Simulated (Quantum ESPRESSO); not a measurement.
# SrMn2As2: a ladder in cutoff, mesh and threshold together, part 2 of 2

Two starts of SrMn2As2 are run at each rung of cutoff, mesh and threshold together.

Quantum ESPRESSO 7.5; LDA; plane waves with GBRV 1.5 LDA potentials, no spin-orbit coupling (settings of the first rung).

So far, largest spin moment in the atom's sphere (μB): step 2 (rung 1, start ferro ++) 2.73; step 3 (rung 1, start antiferro +-) 3.18; step 4 (rung 2, start ferro ++) 2.58; step 5 (rung 2, start antiferro +-) 3.10; step 6 (rung 3, start ferro ++) 2.56.

### 7. Rung 3, start antiferro +-

pw.in reads:

```
&CONTROL
  calculation = 'scf'
  prefix = 'pwscf'
  outdir = './tmp'
  pseudo_dir = './pseudo'
  disk_io = 'nowf'
/
&SYSTEM
  ibrav = 0
  celldm(1) = 8
  nat = 5
  ntyp = 4
  ecutwfc = 40
  ecutrho = 280
  nbnd = 34
  occupations = 'smearing'
  smearing = 'fd'
  degauss = 0.00999582
  nspin = 2
  starting_magnetization(1) = 0
  starting_magnetization(2) = 0.2333
  starting_magnetization(3) = -0.2333
  starting_magnetization(4) = 0
/
&ELECTRONS
  conv_thr = 1d-08
  electron_maxstep = 150
  mixing_beta = 0.3
/
ATOMIC_SPECIES
Sr     87.6200 sr_lda_v1.uspp.F.UPF
Mn1    54.9380 mn_lda_v1.5.uspp.F.UPF
Mn2    54.9380 mn_lda_v1.5.uspp.F.UPF
As     74.9216 as_lda_v1.uspp.F.UPF
CELL_PARAMETERS alat
   0.9628886845732    0.0000000000000    0.0000000000000
  -0.4814443422984    0.8338860618582    0.0000000000000
   0.0000000000000    0.0000000000000    1.7365324055280
ATOMIC_POSITIONS crystal
Sr      0.0000000000    0.0000000000    0.0000000000
Mn1     0.6666666700    0.3333333300    0.3876830000
Mn2     0.3333333300    0.6666666700    0.6123170000
As      0.6666666700    0.3333333300    0.7179570000
As      0.3333333300    0.6666666700    0.2820430000
K_POINTS automatic
8 8 4 0 0 0
```

Started as:

```console
$ OMP_NUM_THREADS=1 mpirun -n 2 pw.x -nk 2 -in pw.in > pw.out
```

Output:

```text
     [... lines left out ...]
Program PWSCF v.7.5 starts
     [... lines left out ...]
     number of atoms/cell      =            5
     [... lines left out ...]
     number of electrons       =        50.00
     number of Kohn-Sham states=           34
     kinetic-energy cutoff     =      40.0000  Ry
     charge density cutoff     =     280.0000  Ry
     scf convergence threshold =      1.0E-08
     [... lines left out ...]
      6 Sym. Ops. (no inversion) found
     [... lines left out ...]
     number of k points=    35  Fermi-Dirac smearing, width (Ry)=  0.0100
     [... lines left out ...]
     iteration # 15     ecut=    40.00 Ry     beta= 0.30
     [... lines left out ...]
     Magnetic moment per site  (integrated on atomic sphere of radius R)
     atom   1 (R=0.306)  charge=  8.1419  magn=  0.0000
     atom   2 (R=0.237)  charge= 13.0946  magn=  3.0848
     atom   3 (R=0.237)  charge= 13.0946  magn= -3.0847
     atom   4 (R=0.237)  charge=  2.7308  magn=  0.0142
     atom   5 (R=0.237)  charge=  2.7308  magn= -0.0142
     [... lines left out ...]
     the Fermi energy is     9.4293 ev
!    total energy              =    -572.36471382 Ry
     estimated scf accuracy    <          2.3E-09 Ry
     smearing contrib. (-TS)   =      -0.01257023 Ry
     [... lines left out ...]
     total magnetization       =     0.00 Bohr mag/cell
     absolute magnetization    =     7.06 Bohr mag/cell
     convergence has been achieved in  15 iterations
```

The job ended after 79 s (2 MPI ranks of Intel Xeon 6975P-C (Granite Rapids), shared host; peak memory 0.48 GiB; 2.6 min of CPU time).

This step gave:

```yaml
magnetization: 0 μB
final_state: antiferromagnetic
largest_moment: 3.085 μB
```

### 8. Rung 4, start ferro ++

pw.in reads:

```
&CONTROL
  calculation = 'scf'
  prefix = 'pwscf'
  outdir = './tmp'
  pseudo_dir = './pseudo'
  disk_io = 'nowf'
/
&SYSTEM
  ibrav = 0
  celldm(1) = 8
  nat = 5
  ntyp = 3
  ecutwfc = 52
  ecutrho = 364
  nbnd = 38
  occupations = 'smearing'
  smearing = 'fd'
  degauss = 0.00999582
  nspin = 2
  starting_magnetization(1) = 0
  starting_magnetization(2) = 0.2333
  starting_magnetization(3) = 0
/
&ELECTRONS
  conv_thr = 5d-10
  electron_maxstep = 150
  mixing_beta = 0.3
/
ATOMIC_SPECIES
Sr     87.6200 sr_lda_v1.uspp.F.UPF
Mn     54.9380 mn_lda_v1.5.uspp.F.UPF
As     74.9216 as_lda_v1.uspp.F.UPF
CELL_PARAMETERS alat
   0.9628886845732    0.0000000000000    0.0000000000000
  -0.4814443422984    0.8338860618582    0.0000000000000
   0.0000000000000    0.0000000000000    1.7365324055280
ATOMIC_POSITIONS crystal
Sr      0.0000000000    0.0000000000    0.0000000000
Mn      0.6666666700    0.3333333300    0.3876830000
Mn      0.3333333300    0.6666666700    0.6123170000
As      0.6666666700    0.3333333300    0.7179570000
As      0.3333333300    0.6666666700    0.2820430000
K_POINTS automatic
10 10 6 0 0 0
```

Output:

```text
     [... lines left out ...]
Program PWSCF v.7.5 starts
     [... lines left out ...]
     number of atoms/cell      =            5
     [... lines left out ...]
     number of electrons       =        50.00
     number of Kohn-Sham states=           38
     kinetic-energy cutoff     =      52.0000  Ry
     charge density cutoff     =     364.0000  Ry
     scf convergence threshold =      5.0E-10
     [... lines left out ...]
     12 Sym. Ops., with inversion, found
     [... lines left out ...]
     number of k points=    72  Fermi-Dirac smearing, width (Ry)=  0.0100
     [... lines left out ...]
     iteration # 15     ecut=    52.00 Ry     beta= 0.30
     [... lines left out ...]
     Magnetic moment per site  (integrated on atomic sphere of radius R)
     atom   1 (R=0.306)  charge=  8.1459  magn=  0.0018
     atom   2 (R=0.237)  charge= 13.1109  magn=  2.5648
     atom   3 (R=0.237)  charge= 13.1109  magn=  2.5648
     atom   4 (R=0.237)  charge=  2.7063  magn= -0.0766
     atom   5 (R=0.237)  charge=  2.7063  magn= -0.0766
     [... lines left out ...]
     the Fermi energy is     9.2890 ev
!    total energy              =    -572.33980877 Ry
     estimated scf accuracy    <          3.6E-10 Ry
     smearing contrib. (-TS)   =      -0.02108859 Ry
     [... lines left out ...]
     total magnetization       =     5.40 Bohr mag/cell
     absolute magnetization    =     5.88 Bohr mag/cell
     convergence has been achieved in  15 iterations
```

Run time: 3.6 min. Hardware: 2 MPI ranks; peak memory 0.85 GiB.

Read from the output:

* magnetization: 5.4 μB
* final state: ferromagnetic
* largest moment: 2.565 μB

### 9. Rung 4, start antiferro +-

Changes to pw.in since step 8:

```diff
@@ -11,6 +11,6 @@
   nat = 5
-  ntyp = 3
+  ntyp = 4
   ecutwfc = 52
   ecutrho = 364
-  nbnd = 38
+  nbnd = 34
   occupations = 'smearing'
@@ -21,3 +21,4 @@
   starting_magnetization(2) = 0.2333
-  starting_magnetization(3) = 0
+  starting_magnetization(3) = -0.2333
+  starting_magnetization(4) = 0
 /
@@ -30,3 +31,4 @@
 Sr     87.6200 sr_lda_v1.uspp.F.UPF
-Mn     54.9380 mn_lda_v1.5.uspp.F.UPF
+Mn1    54.9380 mn_lda_v1.5.uspp.F.UPF
+Mn2    54.9380 mn_lda_v1.5.uspp.F.UPF
 As     74.9216 as_lda_v1.uspp.F.UPF
@@ -38,4 +40,4 @@
 Sr      0.0000000000    0.0000000000    0.0000000000
-Mn      0.6666666700    0.3333333300    0.3876830000
-Mn      0.3333333300    0.6666666700    0.6123170000
+Mn1     0.6666666700    0.3333333300    0.3876830000
+Mn2     0.3333333300    0.6666666700    0.6123170000
 As      0.6666666700    0.3333333300    0.7179570000
```

Output:

```text
     [... lines left out ...]
Program PWSCF v.7.5 starts
     [... lines left out ...]
     number of atoms/cell      =            5
     [... lines left out ...]
     number of electrons       =        50.00
     number of Kohn-Sham states=           34
     kinetic-energy cutoff     =      52.0000  Ry
     charge density cutoff     =     364.0000  Ry
     scf convergence threshold =      5.0E-10
     [... lines left out ...]
      6 Sym. Ops. (no inversion) found
     [... lines left out ...]
     number of k points=    72  Fermi-Dirac smearing, width (Ry)=  0.0100
     [... lines left out ...]
     iteration # 18     ecut=    52.00 Ry     beta= 0.30
     [... lines left out ...]
     Magnetic moment per site  (integrated on atomic sphere of radius R)
     atom   1 (R=0.306)  charge=  8.1415  magn= -0.0000
     atom   2 (R=0.237)  charge= 13.0950  magn=  3.0860
     atom   3 (R=0.237)  charge= 13.0950  magn= -3.0860
     atom   4 (R=0.237)  charge=  2.7304  magn=  0.0143
     atom   5 (R=0.237)  charge=  2.7304  magn= -0.0143
     [... lines left out ...]
     the Fermi energy is     9.4301 ev
!    total energy              =    -572.36620809 Ry
     estimated scf accuracy    <          8.3E-11 Ry
     smearing contrib. (-TS)   =      -0.01253210 Ry
     [... lines left out ...]
     total magnetization       =     0.00 Bohr mag/cell
     absolute magnetization    =     7.06 Bohr mag/cell
     convergence has been achieved in  18 iterations
```

It took 3.4 min on 2 MPI ranks; peak memory 0.82 GiB.

Read from the output:

* magnetization: 0 μB
* final state: antiferromagnetic
* largest moment: 3.086 μB

### 10. The rungs together

Ladder, by row:

```tsv
rung	cutoff (eV)	mesh	state from the first start	state from the second start	second less first (meV a seeded atom)	moment, first (μB)	moment, second (μB)	CPU time (s)
1	299	4x4x2	ferromagnetic	antiferromagnetic	-193.8	2.727	3.175	34.47
2	408	6x6x6	ferromagnetic	antiferromagnetic	-181.9	2.581	3.096	177.1
3	544	8x8x4	ferromagnetic	antiferromagnetic	-178.9	2.564	3.085	306.6
4	707	10x10x6	ferromagnetic	antiferromagnetic	-179.6	2.565	3.086	831
```

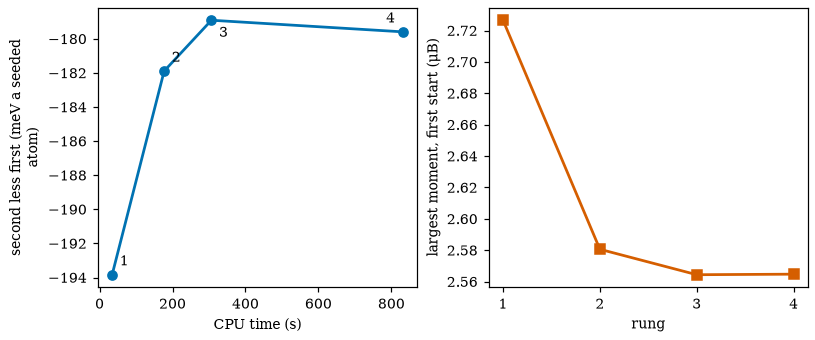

Result against cost, rungs numbered as in the table, and the moment by rung.

### 11. Results

* range of the largest moment, first start: 2.56 to 2.73 μB; second start 3.08 to 3.18 μB
* range of CPU time: 34 s to 14 min
* range of the energy difference: -194 to -179 meV a seeded atom
* first rung that agrees with the last (margins below): 2

What this shows: From rung 2 on the states are those of the last rung, the moments stay within 0.05 μB of it and the difference within 9.0 meV; rung 2 took 21 % of its CPU time. Energies are free energies at an electronic temperature of 1580 K, which lowers moments and differences where the moments are itinerant.

[Logs and program files are shortened in this print: banners, set-up blocks, solver, clock and traceback lines can be left out without a mark of their own.]

[Logs are printed without paths, hosts, clocks, repeated set-up lines and the standing remarks that a program may print on its own settings, such as how far it seeks lower states.]

[Hosts, paths, dates, database ids (printed as entryN), source tags and the programs' standing remarks are cut or masked in the printed files.]

[Where a cell is said to come from a database of computed structures, the database is the Materials Project.]
